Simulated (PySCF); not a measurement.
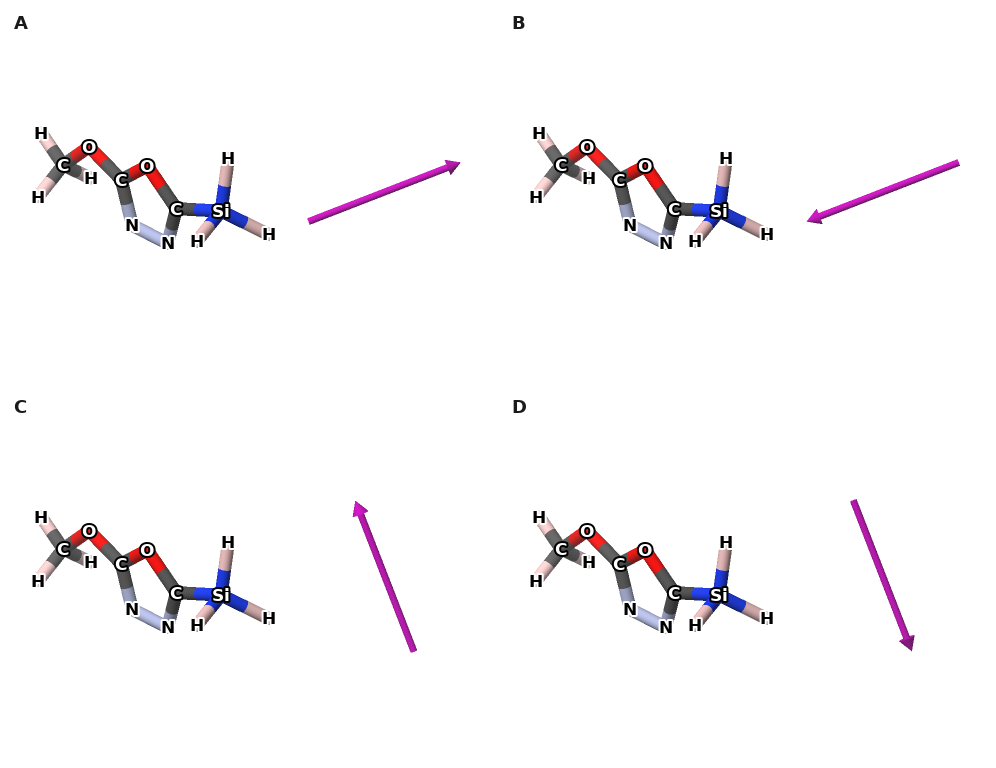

The same molecule four times, each with an arrow. The geometry was computed by an optimisation with GFN2-xTB. No frequency run is at hand to confirm it as a minimum. Properties computed with ωB97X-D/def2-SVPD, gas phase (PySCF 2.14.0).

> Which arrow points along the dipole moment, from the negative to the positive end?

C. The dipole moment is 1.98 D.

The geometry is semi-empirical. Around Si such bond lengths and angles can be off by a tenth of an ångström or more and by several degrees, and values that hang on the shape move with them.
